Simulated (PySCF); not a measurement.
## EPR calculation, with input and output: C$_{4}$H$_{9}$BN

The run: EPR calculation of C$_{4}$H$_{9}$BN, multiplicity 2, SMILES C[N]BC1CC1. Method and program: UKS B3LYP, pcH-1 on B C H N, non-relativistic, mean-field spin-orbit, GIAO (PySCF 2.14.0).

It belongs to a series of runs on one base structure; here: H removed from N.

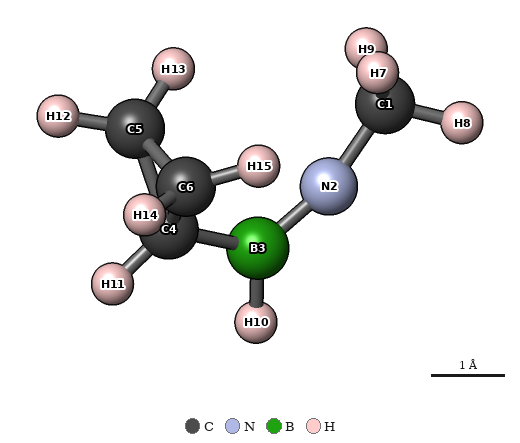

The structure (ball-and-stick view, seen at a tilt; atoms are numbered from 1 in the order of the input). Bond lengths as drawn: B–C 1.61 Å, B–H 1.18 Å, B–N 1.31 Å, C–C 1.49 to 1.50 Å, C–H 1.08 to 1.10 Å and C–N 1.39 Å.

## Input file
```
{"job": {"kind": "epr", "basis": "pcH-1"}, "charge": 0, "multiplicity": 2}
C      2.002681     0.970660    -0.594512
N      1.571107    -0.165504     0.070160
B      0.767405    -1.065492     0.585507
C     -0.836523    -0.965516     0.502619
C     -1.512992    -0.260505    -0.637974
C     -1.529724     0.348608     0.726423
H      1.270091     1.787670    -0.506889
H      2.933943     1.335621    -0.140911
H      2.187013     0.773357    -1.657597
H      1.189225    -2.008120     1.152375
H     -1.350969    -1.837733     0.886997
H     -2.427141    -0.682500    -1.031420
H     -0.892976     0.202154    -1.390426
H     -2.453085     0.350663     1.288620
H     -0.922469     1.224627     0.897770
```

The first line tells a small driver script what to run in PySCF; the rest is the geometry in Å.

Command:
```bash
OMP_NUM_THREADS=1 python <driver script> task.json out
```

## The program's output
```
UKS, coarse grid
  cycle   1  E = -237.34865841  |g| = 3.06e-01
  cycle   2  E = -237.33880499  |g| = 3.55e-01
  cycle   3  E = -237.40374725  |g| = 4.95e-02
  cycle   4  E = -237.40469400  |g| = 2.91e-02
  cycle   5  E = -237.40504362  |g| = 1.39e-02
  cycle   6  E = -237.40514724  |g| = 4.76e-03
  cycle   7  E = -237.40516443  |g| = 1.24e-03
  cycle   8  E = -237.40516585  |g| = 5.66e-04
UKS, final grid
  cycle   1  E = -237.40516385  |g| = 6.94e-04
  cycle   2  E = -237.40516361  |g| = 1.03e-03
  cycle   3  E = -237.40516411  |g| = 1.35e-04
  cycle   4  E = -237.40516412  |g| = 5.80e-05
  cycle   5  E = -237.40516413  |g| = 2.50e-05
E = -237.40516413 Eh   <S^2> = 0.7564 (exact 0.7500)
g shifts (ppm)      1          2          3
  rmc          -210       -210       -210
  gc              3         -0         45
  oz_so          65       1954       2665
  total        -141       1744       2500
hyperfine (MHz)  atom isotope    a_iso     a_fc   dipolar eigenvalues
    0   13C     -24.77     -24.77     -4.71     -1.54      6.25
    1   14N      47.92      47.92    -39.33    -33.87     73.20
    2   11B     -42.34     -42.34    -11.07     -1.08     12.15
    3   13C     115.36     115.36    -11.67    -11.13     22.80
    4   13C      -4.59      -4.59     -0.63     -0.33      0.96
    5   13C      -4.43      -4.43     -0.59     -0.50      1.09
    6    1H     152.26     152.26     -6.06     -2.24      8.29
    7    1H     121.84     121.84     -6.47     -5.19     11.67
    8    1H       4.14       4.14     -5.41     -4.24      9.65
    9    1H     203.33     203.33     -5.22     -3.43      8.65
   10    1H      10.09      10.09     -5.77     -1.77      7.54
   11    1H       0.92       0.92     -1.30     -0.91      2.20
   12    1H       2.78       2.78     -3.06     -2.26      5.32
   13    1H       2.72       2.72     -1.31     -0.87      2.18
   14    1H       4.50       4.50     -2.96     -1.71      4.67
```

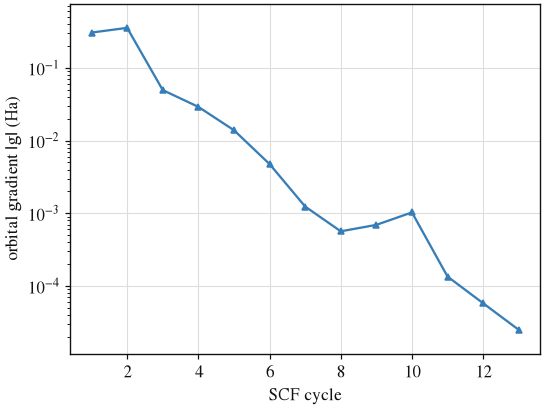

Convergence of the self-consistent field: orbital gradient |g| against the SCF cycle. All cycles printed in the log are drawn one after another.

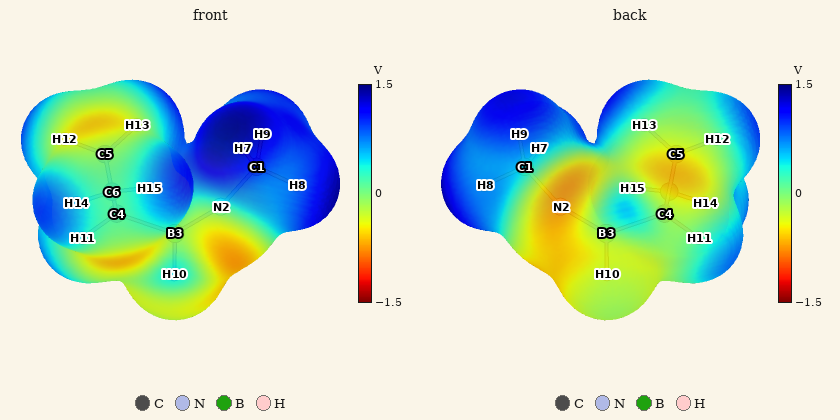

The electrostatic potential painted on the density surface at 0.004 e/bohr³, seen at a tilt and from behind; the colour scale runs from red (negative) to blue (positive).

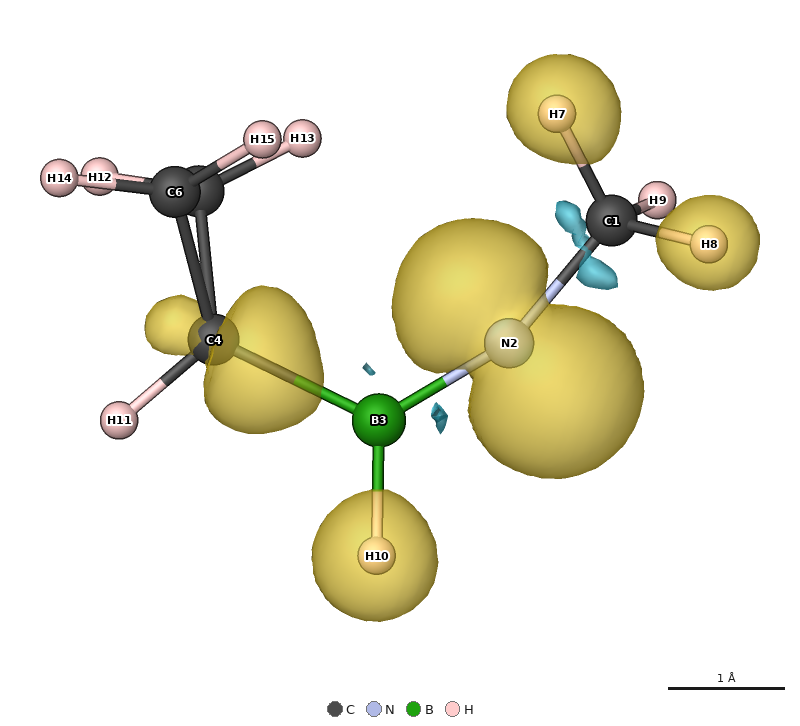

Isosurfaces of the spin density at +0.03 (yellow) and −0.03 e/Å³ (cyan), seen face on. The unpaired spin (1 electron) lies mostly on N2 (about 0.6) and C4 (about 0.1), in electrons by Hirshfeld's partition.

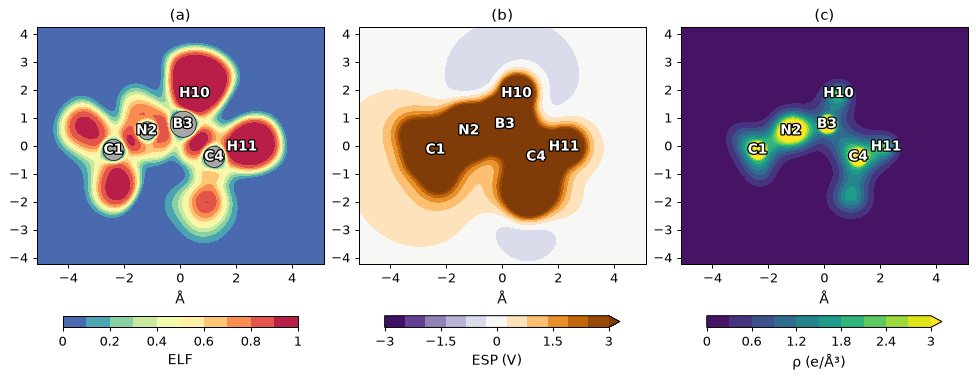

(a) ELF; (b) molecular electrostatic potential; (c) electron density on the plane of atoms C1, N2 and B3. Grey discs, where drawn, cover atomic cores. C–N (1.39 Å): ρ at the midpoint is about 2.1 e/Å³; the ELF peaks at about 0.95 between the atoms (a shared electron pair). C–B (1.61 Å): ρ is about 1.3 e/Å³ halfway; the ELF peaks at about 0.95 between the atoms (a covalent bond). C–H (1.08 Å): ρ at the midpoint is about 2 e/Å³; the ELF climbs to about 1 towards the hydrogen, as it does in any bond to H (a covalent bond by its length). B–H (1.18 Å): ρ is about 1.2 e/Å³ halfway; the ELF climbs to about 1 towards the hydrogen (a covalent bond by its length).

## Results in brief

| quantity | value |
| --- | --- |
| outcome | converged |
| total energy | −237.405164 hartree |
| ⟨S²⟩ | 0.756 |
| isotropic g | 2.0037 |
| hardware | 1 CPU thread, shared host |
| wall time | 38 s |
| peak memory | 0.88 GiB |
